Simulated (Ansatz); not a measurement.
**AlH$_{2}$ClF$_{2}$: frequency calculation**

- system: AlH$_{2}$ClF$_{2}$
- method: RKS B3LYP/def2-SVP (Ansatz 0.2.0)

It belongs to a series of runs on one base structure; here: vibrations at the highest image of the band. Figures and captions count atoms from 1; the log counts them from 0 in places.

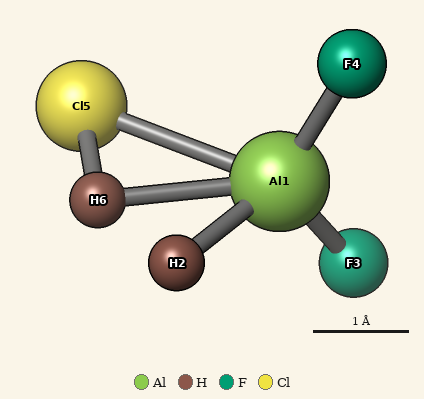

**Figure 1.** The input geometry (ball-and-stick view, seen at a tilt; atoms are numbered from 1 in the order of the input). Sticks mark near contacts.

The input:
```yaml
crystal:
  periodic: [false, false, false]
  atoms:
    - { symbol: Al, position_ang: [0.010942, -0.167209, 0.057215] }
    - { symbol: H, position_ang: [0.016515, 0.121015, 1.68083] }
    - { symbol: F, position_ang: [1.437886, 0.140968, -0.726523] }
    - { symbol: F, position_ang: [-1.441565, 0.067103, -0.704875] }
    - { symbol: Cl, position_ang: [0.075352, -2.38611, 0.944646] }
    - { symbol: H, position_ang: [0.049972, -1.156568, 1.716706] }
basis:
  gaussian: { orbitals: def2-SVP }
hamiltonian:
  xc: b3lyp
phonons: {}
```

Launched with:
```bash
ansatz run input.yaml --threads 1 --pin off --max-ram 2048MiB --backend cpu --events-out ev --progress --plain --runs-dir out
```

Log:
```
Engine: ansatz 0.2.0, aarch64-unknown-linux-gnu
Functional definition: B3LYP
  parameter a0 = 0.2
  parameter ax = 0.72
  parameter ac = 0.81
  exchange = (1 - a0 - ax)*slater_x + ax*b88_x + a0*exact_x
  correlation = (1 - ac)*vwn_rpa_c + ac*lyp_c
722 factors; integrals over basis functions are off by at most 3.7e-4 eV
mean field evaluation 1: about -24576.4809 eV, gradient 5.0e1 eV
mean field evaluation 2: about -24568.0805 eV, gradient 9.0e1 eV
mean field evaluation 4: about -24580.3620 eV, gradient 6.9e-1 eV
mean field evaluation 8: about -24580.3726 eV, gradient 1.6e-2 eV
mean field -24580.37262097 eV, -903.3120326458 hartree, gradient 2.9e-5 eV, S^2 0.000000; 0 other end points of the search recorded, 0 dependent functions left out
the calculation of the forces begins
reference -24580.37285082 eV, -903.3120410926 hartree; 25, 25 occupied and 49, 49 virtual orbitals, 722 factors
these checks for a lower state are left out or cut short: stability, starts, cluster_reference, orbital_swaps, neighbouring_geometries, increment
722 factors; integrals over basis functions are off by at most 3.7e-4 eV
mean field evaluation 16: about -24580.3724 eV, gradient 1.7e-1 eV
mean field -24580.37246890 eV, -903.3120270571 hartree, gradient 1.7e-6 eV, S^2 0.000000; 0 other end points of the search recorded, 0 dependent functions left out
[... from here on the field's lines of each further geometry are left out, up to the last ...]
the calculation of the forces begins
reference -24580.37282394 eV, -903.3120401047 hartree; 25, 25 occupied and 49, 49 virtual orbitals, 722 factors
these checks for a lower state are left out or cut short: stability, starts, cluster_reference, orbital_swaps, neighbouring_geometries, increment
722 factors; integrals over basis functions are off by at most 3.7e-4 eV
mean field -24580.37259591 eV, -903.3120317248 hartree, gradient 6.8e-7 eV, S^2 0.000000; 0 other end points of the search recorded, 0 dependent functions left out
the calculation of the forces begins
reference -24580.37282577 eV, -903.3120401718 hartree; 25, 25 occupied and 49, 49 virtual orbitals, 722 factors
WARN: phonons: modes at or below zero, which the zero-point energy, F, S and C_V leave out: 1, the lowest at -732.26 cm⁻¹. A minimum has none, and a first-order saddle one
Total energy: -24580.37285082 eV, -903.3120410926 hartree
Atom 0 at     0.010942    -0.167209     0.057215 Å, force     0.000923     0.001885     0.016717 eV/Å
Atom 1 at     0.016515     0.121015     1.680830 Å, force    -0.000608    -0.005896    -0.008640 eV/Å
Atom 2 at     1.437886     0.140968    -0.726523 Å, force     0.006256     0.000031    -0.004455 eV/Å
Atom 3 at    -1.441565     0.067103    -0.704875 Å, force    -0.005876    -0.000787    -0.002822 eV/Å
Atom 4 at     0.075352    -2.386110     0.944646 Å, force    -0.000282     0.002746    -0.000430 eV/Å
Atom 5 at     0.049972    -1.156568     1.716706 Å, force    -0.000413     0.002022    -0.000370 eV/Å
Dipole moment:     0.007941    -0.181443     0.454421 e Å
Vibrations: -732.26 130.81 189.74 271.69 452.85 511.57 776.35 934.07 990.14 1049.69 1501.70 1853.12 cm⁻¹, zero-point energy 0.536959 eV
```

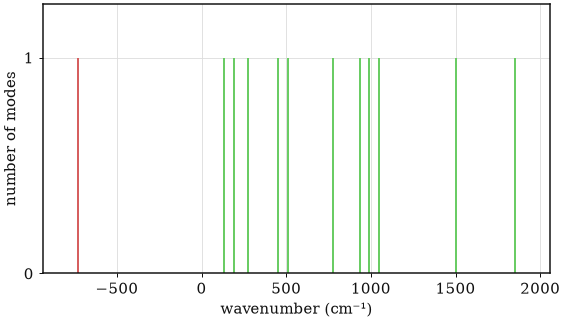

**Figure 2.** Harmonic vibrational wavenumbers from the force constants; neighbouring modes closer than 12 cm⁻¹ are counted in one stick, and imaginary ones are drawn at negative wavenumbers. 12 modes from 732i to 1853 cm⁻¹, 1 imaginary beyond 8i (732i cm⁻¹): a first-order saddle point, if the geometry is stationary.

Summary:

- outcome: converged
- total energy: −24580.3729 eV
- mean-field energy: −24580.3729 eV
- largest force (length of the vector): 0.017 eV/Å
- hardware: 1 thread of Arm Neoverse V2, 24 GiB of memory available, shared host
- wall time: 48 s
- peak memory: 0.14 GiB
